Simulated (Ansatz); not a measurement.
Single-point calculation of Si₂H₆ (charge −1)

System: Si₂H₆ (Si(SiH3)H3), charge −1, multiplicity 2.
Method: UKS HSE06/def2-mTZVP (Ansatz 0.2.0).

The geometry comes from this level: PBE-D4/def2-TZVP. Figures and captions count atoms from 1; the log counts them from 0 in places.

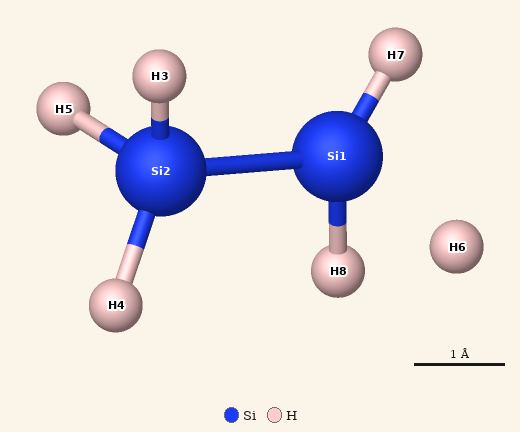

Figure 1. The structure (ball-and-stick view, seen at a tilt; atoms are numbered from 1 in the order of the input). Bond lengths as drawn: H–Si 1.31 to 1.69 Å and Si–Si 2.28 Å.

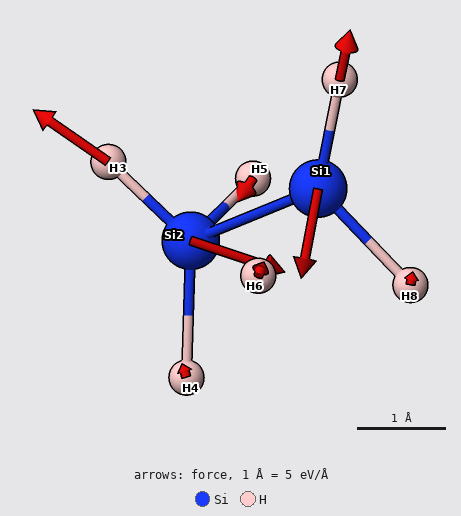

Figure 2. Forces on the atoms as red arrows (ball-and-stick view, seen at a tilt; atoms are numbered from 1 in the order of the input). The largest act on Si2 (5.93 eV/Å); Si1 (5.32 eV/Å); H3 (5.32 eV/Å); H7 (3.29 eV/Å), among others. The geometry is not a stationary point of this energy.

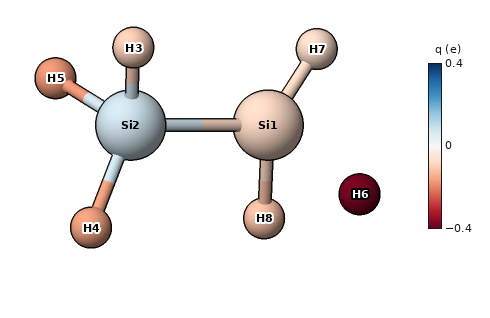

Figure 3. Mulliken charges, as the colour of each atom (ball-and-stick view, seen at a tilt; atoms are numbered from 1 in the order of the input). By element: Si −0.08 to +0.08 and H −0.38 to −0.07 e.

These pictures come from the run below.

**The input**
```yaml
crystal:
  periodic: [false, false, false]
  atoms:
    - {symbol: Si, position_ang: [-0.246708, 0.211564, -1.045376]}
    - {symbol: Si, position_ang: [0.012772, -0.156418, 1.191423]}
    - {symbol: H, position_ang: [0.470646, 0.974404, 1.662914]}
    - {symbol: H, position_ang: [0.336802, -1.674765, 1.575216]}
    - {symbol: H, position_ang: [-1.548642, 0.148374, 1.764721]}
    - {symbol: H, position_ang: [1.550418, -0.338941, -1.835007]}
    - {symbol: H, position_ang: [-0.531101, 1.389087, -1.645518]}
    - {symbol: H, position_ang: [-0.732145, -1.145451, -1.566867]}
basis:
  gaussian: {orbitals: def2-mTZVP}
total_charge: -1
magnetization: {spin_polarized: true, initial_magnetization: 1}
hamiltonian: {xc: {name: HSE06}}
output: {forces: true}
```

Command:
```bash
ansatz run in.yaml --threads 2 --pin off --events-out ev --progress --plain --max-ram 4352MiB
```

**The program's output**
```
Functional definition: HSE06
  name "HSE06"
  cite "Heyd, Scuseria & Ernzerhof, J. Chem. Phys. 118, 8207 (2003) doi:10.1063/1.1564060"
  cite "Krukau, Vydrov, Izmaylov & Scuseria, J. Chem. Phys. 125, 224106 (2006) doi:10.1063/1.2404663"
  cite "Heyd & Scuseria, J. Chem. Phys. 120, 7274 (2004) doi:10.1063/1.1668634"
  cite "Ernzerhof & Perdew, J. Chem. Phys. 109, 3313 (1998) doi:10.1063/1.476928"
  cite "Perdew, Burke & Ernzerhof, Phys. Rev. Lett. 77, 3865 (1996) doi:10.1103/PhysRevLett.77.3865"
  parent pbe
  parameter a = 0.25
  parameter omega = 0.11/bohr
  # The whole range is PBE's own exchange, as in plane waves. The composition of these papers is wPBEh.
  exchange = pbe_x - a*pbe_x_sr(omega) + a*exact_x_sr(omega)
  correlation = pbe_c
584 factors; integrals over basis functions are off by at most 8.1e-4 eV
107 factors; integrals over basis functions are off by at most 8.0e-7 eV
mean field evaluation 1: about -15841.1003 eV, gradient 8.6e0 eV
mean field evaluation 2: about -15840.8416 eV, gradient 8.6e0 eV
mean field evaluation 4: about -15841.7820 eV, gradient 1.1e0 eV
mean field evaluation 8: about -15841.7948 eV, gradient 6.0e-2 eV
mean field evaluation 16: about -15841.7949 eV, gradient 9.3e-5 eV
mean field evaluation 32: about -15841.1590 eV, gradient 1.2e0 eV
mean field -15841.79491091 eV, -582.1752250218 hartree, gradient 5.7e-5 eV, S^2 0.757599; 5 other end points of the search recorded, 0 dependent functions left out
the calculation of the forces begins
reference -15841.79495777 eV, -582.1752267436 hartree; 18, 17 occupied and 44, 45 virtual orbitals, 584 factors
Total energy: -15841.79495777 eV, -582.1752267436 hartree
Atom 0 at    -0.246708     0.211564    -1.045376 Å, force     2.082430    -4.729213     1.260327 eV/Å
Atom 1 at     0.012772    -0.156418     1.191423 Å, force    -4.340060    -3.446549    -2.102677 eV/Å
Atom 2 at     0.470646     0.974404     1.662914 Å, force     2.386999     4.119590     2.363117 eV/Å
Atom 3 at     0.336802    -1.674765     1.575216 Å, force    -0.093601     0.879241     0.146324 eV/Å
Atom 4 at    -1.548642     0.148374     1.764721 Å, force     1.571333    -0.969636     0.084018 eV/Å
Atom 5 at     1.550418    -0.338941    -1.835007 Å, force    -0.849566     0.629550     0.174183 eV/Å
Atom 6 at    -0.531101     1.389087    -1.645518 Å, force    -0.462524     2.776461    -1.710082 eV/Å
Atom 7 at    -0.732145    -1.145451    -1.566867 Å, force    -0.295011     0.740554    -0.215210 eV/Å
Dipole moment:    -0.200670     0.202566     0.510617 e Å
```

**Results in brief**

| quantity | value |
| --- | --- |
| outcome | converged |
| total energy | −15841.7950 eV |
| ⟨S²⟩ | 0.758 |
| SCF solution under orbital rotations | stable |
| largest force (length of the vector) | 5.928 eV/Å |
| hardware | 2 threads of Intel Xeon @ 2.90GHz, 163 GiB of memory available, shared host |
| wall time | 3.3 s (CPU time 6 s) |
| peak memory | 0.16 GiB |
